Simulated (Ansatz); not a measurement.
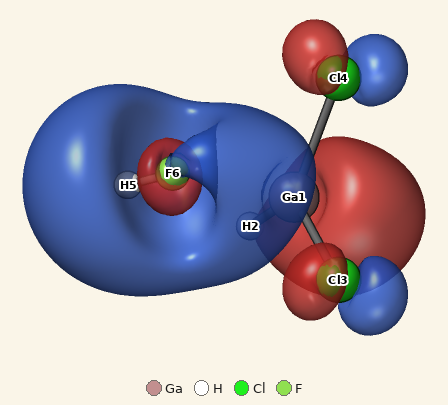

Figure. Cl2GaH···HF. The LUMO at ±0.08 Å⁻³ᐟ² (red and blue are the two phases), seen at a tilt.

The reactant side of a reaction path; geometry: PBE0-D4/def2-TZVP.

All numbers below come from RKS PBE0-D4/def2-TZVPP in Ansatz.

Input

```
crystal:
  periodic: [false, false, false]
  atoms:
    - {symbol: Ga, position_ang: [-0.727380, 0.191547, 0.108033]}
    - {symbol: H, position_ang: [-0.879169, -1.043038, 1.035642]}
    - {symbol: Cl, position_ang: [-1.330853, 0.126468, -1.941654]}
    - {symbol: Cl, position_ang: [-0.377472, 2.145462, 0.901368]}
    - {symbol: H, position_ang: [1.809576, -1.089511, 0.166401]}
    - {symbol: F, position_ang: [1.505299, -0.330828, -0.269689]}
basis:
  gaussian: {orbitals: def2-TZVPP}
hamiltonian: {xc: pbe0, dispersion: d4}
output: {orbitals: {seedname: orbitals}}
```

Launched as:

```sh
ansatz run in.yaml --threads 4 --pin off --events-out ev --progress --plain --max-ram 9574MiB
```

Question: What is the character of this orbital?

Answer: Its weight (Hirshfeld) is mainly on Ga1 (about 40 %), H5 (about 30 %) and F6 (about 15 %). Its energy is −1.00 eV.
